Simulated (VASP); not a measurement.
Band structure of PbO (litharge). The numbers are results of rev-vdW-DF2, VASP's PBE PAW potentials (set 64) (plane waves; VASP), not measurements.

Unless said otherwise, spin-orbit coupling is left out, though it shifts the bands of the heavy elements here.

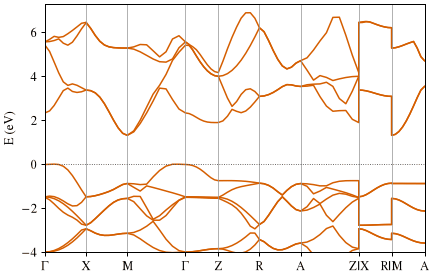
Figure: Bands along high-symmetry lines, zero at the valence-band maximum or, without a gap, the Fermi level

Problem. Read the plot: is there a gap, and where are the band edges?

Solution. The gap is indirect, 1.31 eV, from the valence maximum at Γ-X at 0.22 to the conduction minimum at M. (Edges off the drawn lines would not show.)

The compound is PbO in the litharge structure. It was relaxed first.
